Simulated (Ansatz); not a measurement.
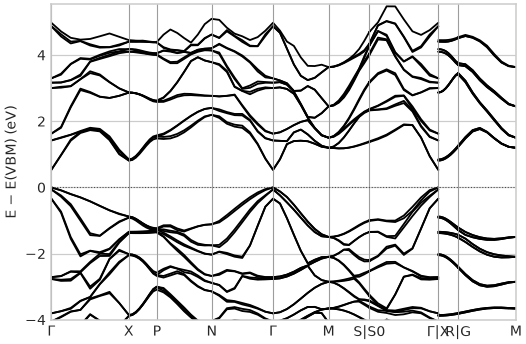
Figure. Band structure from plane-wave PAW r²SCAN with spin–orbit coupling (Ansatz code)

### Question
Read off the gap and where the band edges lie.

### Answer
About 0.5 eV (0.53 eV by a search for the band edges); maximum at Γ, minimum at Γ.

The material is ZnGeAs2 (chalcopyrite, I-42d).

The workflow started from an entry of the Crystallography Open Database (COD). Whether it is the stable phase at ambient conditions was not checked. The cell was relaxed with r²SCAN under the symmetry of its start; its stability against distortions is not shown here.

Potentials: the later of the program's two PAW sets.
